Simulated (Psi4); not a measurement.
**B3LYP/cc-pVQZ-F12 (density fitting, sweep point 3) run of SiNH4O− (SMILES N[SiH-]O)**

What is the energy change on altering one bond length of SiNH4O− at B3LYP/cc-pVQZ-F12 (density fitting, sweep point 3)? Input form: a Python script.

The results are computed with Psi4 1.11.

**1. The system as given**

SiNH4O−: 7 atoms, total charge -1, spin state singlet. SMILES: `N[SiH-]O`. The coordinates come from a GFN2-xTB relaxation. This is one conformer, not always the lowest.

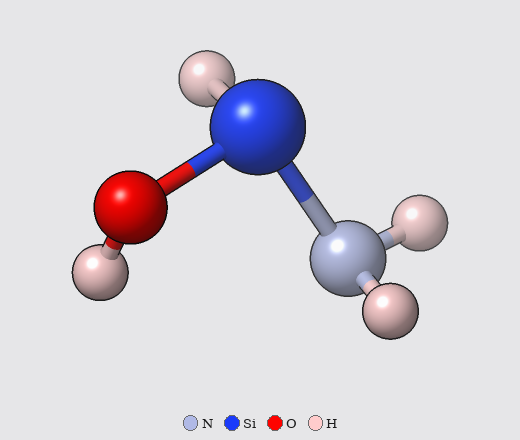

The structure, seen from a chosen angle (nitrogen light blue, silicon blue, oxygen red, hydrogen pink).

**2. The energy at B3LYP/cc-pVQZ-F12 (density fitting, sweep point 3)**

job.py reads:

```python
import psi4

psi4.set_memory('1600 MB')
psi4.set_num_threads(1)
psi4.set_output_file('h4nosi.out', False)

molecule = psi4.geometry("""
-1 1
N     -1.77681499     0.15180170    -0.92587131
Si     0.77129172     1.18107883     1.18799523
O      3.26070353    -0.34311757    -0.14150269
H     -1.66573689     1.06918814    -2.61010862
H     -3.47197491     0.64199666    -0.17119029
H      0.01387059    -0.66724340     3.34118697
H      2.86867985    -2.03372326    -0.68050927
units au
symmetry c1
""")

psi4.set_options({
    'basis': 'cc-pVQZ-F12',
    'puream': True,
    'scf_type': 'df',
    'dft_radial_points': 99,
    'dft_spherical_points': 590,
})

result = psi4.energy('B3LYP')
print(f'B3LYP energy: {result:.10f} Eh')
for k, v in sorted(psi4.core.scalar_variables().items()):
    print(f'{k:45s} {v:18.10f}')
```

The run is started by

```console
$ python job.py
```

h4nosi.out:

```text
[...]
  Running in c1 symmetry.
[...]
  Nuclear repulsion =  108.376372024608187
[...]
  Multiplicity = 1
[...]
  Nalpha       = 17
  Nbeta        = 17
[...]
    Number of basis functions: 406
[...]
   @DF-RKS iter   1:  -421.41963872957922   -1.34359e-01   3.04601e-03 ADIIS/DIIS
[...]
   @DF-RKS iter  10:  -422.04638902322040   -1.40857e-07   3.32619e-07 DIIS
[...]
    Orbital Energies [Eh]
    ---------------------
    Doubly Occupied:
       1A    -65.882969     2A    -18.921393     3A    -14.103093
       4A     -5.051011     5A     -3.410588     6A     -3.409698
       7A     -3.406665     8A     -0.796148     9A     -0.650741
      10A     -0.335042    11A     -0.291806    12A     -0.262661
      13A     -0.170801    14A     -0.153071    15A     -0.114997
      16A     -0.098151    17A      0.024257
[...]
  @DF-RKS Final Energy:  -422.04638902322040
   => Energetics <=
    Nuclear Repulsion Energy =            108.3763720246081874
    One-Electron Energy =                -804.7361571818822767
    Two-Electron Energy =                 305.1348355833238770
    DFT Exchange-Correlation Energy =     -30.8214394492701587
    Empirical Dispersion Energy =           0.0000000000000000
    VV10 Nonlocal Energy =                  0.0000000000000000
    Total Energy =                       -422.0463890232203994
[...]
 Multipole Moments:
 ------------------------------------------------------------------------------------
     Multipole            Electronic (a.u.)      Nuclear  (a.u.)        Total (a.u.)
 ------------------------------------------------------------------------------------
 L = 1.  Multiply by 2.5417464519 to convert [e a0] to [Debye]
 Dipole X            :          2.1247281           -2.5989123           -0.4741843
 Dipole Y            :          0.5087750           -1.4022256           -0.8934506
 Dipole Z            :         -0.2074695           -0.6211001           -0.8285696
 Magnitude           :                                                    1.3075291
[...]
```

On the terminal:

```text
B3LYP energy: -422.0463890232 Eh
CURRENT ENERGY                                   -422.0463890232
CURRENT REFERENCE ENERGY                         -422.0463890232
DD SOLVATION ENERGY                                 0.0000000000
DFT FUNCTIONAL TOTAL ENERGY                      -422.0463890232
DFT TOTAL ENERGY                                 -422.0463890232
DFT VV10 ENERGY                                     0.0000000000
DFT XC ENERGY                                     -30.8214394493
GRID ELECTRONS ALPHA                               16.9999993666
GRID ELECTRONS BETA                                16.9999993666
GRID ELECTRONS TOTAL                               33.9999987332
NUCLEAR REPULSION ENERGY                          108.3763720246
ONE-ELECTRON ENERGY                              -804.7361571819
PCM POLARIZATION ENERGY                             0.0000000000
PE ENERGY                                           0.0000000000
SCF ITERATION ENERGY                             -422.0463890232
SCF ITERATIONS                                     10.0000000000
SCF TOTAL ENERGY                                 -422.0463890232
TWO-ELECTRON ENERGY                               305.1348355833
XC GRID RADIAL POINTS                              99.0000000000
XC GRID SPHERICAL POINTS                          590.0000000000
XC GRID TOTAL POINTS                           394594.0000000000
```

Run time: 94 s. Hardware: 1 thread of Intel Xeon Platinum 8488C (Sapphire Rapids), shared host; peak memory 1.6 GiB.

**3. The distorted shape at the same level**

run.py reads:

```python
import psi4

psi4.set_memory('1600 MB')
psi4.set_num_threads(1)
psi4.set_output_file('output.dat', False)

geom = psi4.geometry("""
-1 1
N     -1.46317714     1.50436561    -0.49464148
Si     1.08492956     2.53364274     1.61922506
O      3.57434138     1.00944634     0.28972714
H     -1.35209904     2.42175206    -2.17887879
H     -3.15833707     1.99456057     0.26003954
H      0.32750843     0.68532052     3.77241680
H      2.86867985    -2.03372326    -0.68050927
units bohr
symmetry c1
""")

options = {'basis': 'cc-pVQZ-F12', 'puream': True, 'scf_type': 'df', 'dft_radial_points': 99, 'dft_spherical_points': 590}
psi4.set_options(options)

result, w = psi4.energy("b3lyp", return_wfn=True)
print(f'total energy {result:.8f} hartree = {result * 27.211386:.5f} eV')
```

The run is started by

```console
$ python run.py
```

output.dat:

```text
[...]
  Running in c1 symmetry.
[...]
  Nuclear repulsion =  105.569667488286214
[...]
  Multiplicity = 1
[...]
  Nalpha       = 17
  Nbeta        = 17
[...]
    Number of basis functions: 406
[...]
   @DF-RKS iter   1:  -421.11103945349925   -6.23830e-02   3.21585e-03 DIIS/ADIIS
[...]
   @DF-RKS iter  11:  -421.94006955509798   -7.69709e-07   9.38534e-07 DIIS
[...]
    Orbital Energies [Eh]
    ---------------------
    Doubly Occupied:
       1A    -65.905130     2A    -18.918485     3A    -14.123346
       4A     -5.072411     5A     -3.431325     6A     -3.430824
       7A     -3.429509     8A     -0.707584     9A     -0.664580
      10A     -0.307767    11A     -0.292450    12A     -0.188931
      13A     -0.158983    14A     -0.131664    15A     -0.103216
      16A     -0.084412    17A     -0.005296
[...]
  @DF-RKS Final Energy:  -421.94006955509798
   => Energetics <=
    Nuclear Repulsion Energy =            105.5696674882862141
    One-Electron Energy =                -799.1680330138244699
    Two-Electron Energy =                 302.3335328135792111
    DFT Exchange-Correlation Energy =     -30.6752368431389435
    Empirical Dispersion Energy =           0.0000000000000000
    VV10 Nonlocal Energy =                  0.0000000000000000
    Total Energy =                       -421.9400695550979776
[...]
 Multipole Moments:
 ------------------------------------------------------------------------------------
     Multipole            Electronic (a.u.)      Nuclear  (a.u.)        Total (a.u.)
 ------------------------------------------------------------------------------------
 L = 1.  Multiply by 2.5417464519 to convert [e a0] to [Debye]
 Dipole X            :          1.4372883           -2.7443245           -1.3070362
 Dipole Y            :          2.8104146           -2.0293158            0.7810988
 Dipole Z            :          0.7407759           -0.8210316           -0.0802557
 Magnitude           :                                                    1.5247622
[...]
```

Standard output:

```text
total energy -421.94006956 hartree = -11481.57410 eV
```

Run time: 1.7 min. Hardware: 1 thread of Intel Xeon Platinum 8488C (Sapphire Rapids), shared host; peak memory 1.6 GiB.

**4. Results**

At B3LYP/cc-pVQZ-F12 (density fitting, sweep point 3):

```
                                                              quantity          value
                                             first shape: total energy  -422.04639 Eh
                                              first shape: HOMO energy        0.66 eV
                                              first shape: LUMO energy        2.92 eV
    first shape: HOMO–LUMO gap (to an unbound level, set by the basis)        2.26 eV
                                         distorted shape: total energy  -421.94007 Eh
                                          distorted shape: HOMO energy       -0.14 eV
                                          distorted shape: LUMO energy        2.10 eV
distorted shape: HOMO–LUMO gap (to an unbound level, set by the basis)        2.24 eV
     energy change with the O3–H7 bond stretched from 0.962 to 1.731 Å       2.893 eV
```

What this shows: With the O3–H7 bond stretched from 0.962 to 1.731 Å the energy rises by 2.89 eV (67 kcal/mol). The first shape isn't relaxed at this level, so the change isn't measured from a minimum. The HOMO (first shape) lies at positive energy, 0.66 eV; only total energies tell whether the electron is bound.
